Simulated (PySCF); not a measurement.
C9H8S2, SMILES Cc1ccc(-c2ccsc2)s1 at its GFN2-xTB optimised geometry (Å):

```
19

C     -1.8338    -3.3187    -0.0023
C     -0.9057    -2.1576     0.0000
C      0.4542    -2.1576     0.0000
C      1.0182    -0.8657     0.0000
C      0.0850     0.1329    -0.0003
C      0.2909     1.5582     0.0005
C      1.5731     2.1846     0.0025
C      1.4967     3.5347     0.0035
S     -0.1307     4.0965     0.0021
C     -0.7154     2.4856     0.0001
S     -1.5247    -0.5361    -0.0005
H     -1.2672    -4.2465     0.0319
H     -2.5008    -3.2808     0.8588
H     -2.4509    -3.3166    -0.9008
H      1.0417    -3.0591     0.0006
H      2.0783    -0.6873     0.0001
H      2.5008     1.6428     0.0031
H      2.2980     4.2465     0.0050
H     -1.7716     2.3024    -0.0012
```

Calculation: PBE0/def2-SVP in PySCF 2.14.0.

Map of the electron localisation function on the plane z = 1.5 Å:

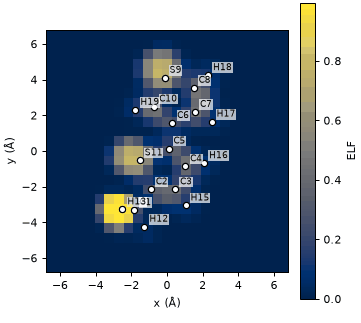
*Electron localisation function on the plane z = 1.5 Å.*
